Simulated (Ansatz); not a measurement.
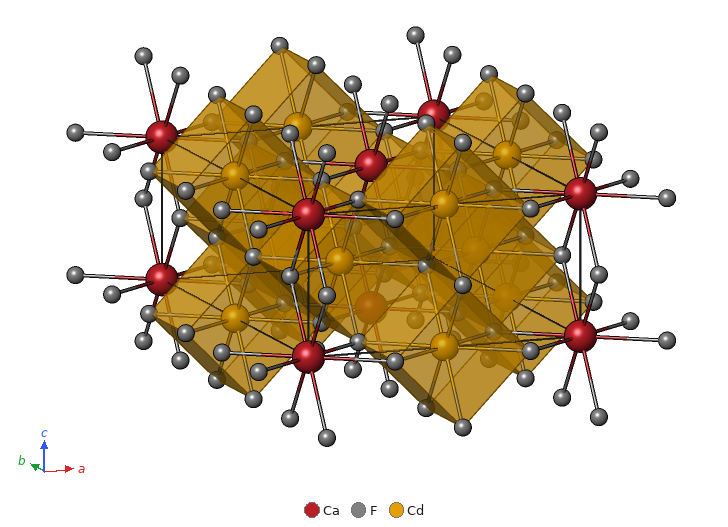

Polyhedral drawing of the structure, looking slightly off an axis. Lines trace the edges of the conventional unit cell. A few atoms beyond the faces are included.

CaCd₃F₈, space group Cmmm (No. 65), a = 7.643 Å, b = 10.804 Å, c = 3.817 Å, α = 90.00°, β = 90.00°, γ = 90.00°. It goes back to a structure type filled with these elements by a generator (whether the compound takes this form wasn't checked). Earlier steps of the study, as a rule a relaxation of our own, may have changed the cell and positions, so they can lie some per cent off the listed ones. A calculation with Ansatz used it as input.

This one geometry was computed with Ansatz (DFT, plane waves, PAW) at five levels of theory: PBE, PBE0, PBE with spin-orbit coupling, HSE06 and r2SCAN. It was relaxed beforehand with r2SCAN.

Which level gives the highest pressure at this volume, and what does that say about its equilibrium volume?

Highest: PBE (4.9 GPa) and PBE with spin-orbit coupling (4.9 GPa), which points to the largest equilibrium volume. Lowest, with the smallest volume: r2SCAN (0.0 GPa). Levels within 0.5 GPa of each other can't be told apart.

How does the band gap change with the level of theory?

PBE with spin-orbit coupling: a gap of 3.67 eV, indirect; PBE: a gap of 3.67 eV, indirect; r2SCAN: a gap of 4.35 eV, indirect; HSE06: a gap of 5.76 eV, indirect; PBE0: a gap of 6.51 eV, indirect.

Collect the results in a table.

| level | cutoff (eV) | k-mesh of the run's cell | gap (eV) | pressure (GPa) |
| --- | --- | --- | --- | --- |
| PBE | 420 | 4×4×6 | 3.67 | 4.9 |
| PBE0 | 420 | 2×2×4 | 6.51 | 1.4 |
| PBE with spin-orbit coupling | 420 | 4×4×6 | 3.67 | 4.9 |
| HSE06 | 420 | 2×2×4 | 5.76 | 1.7 |
| r2SCAN | 500 | 4×4×6 | 4.35 | 0.0 |

Gaps are taken on the k-mesh or band path of each run.
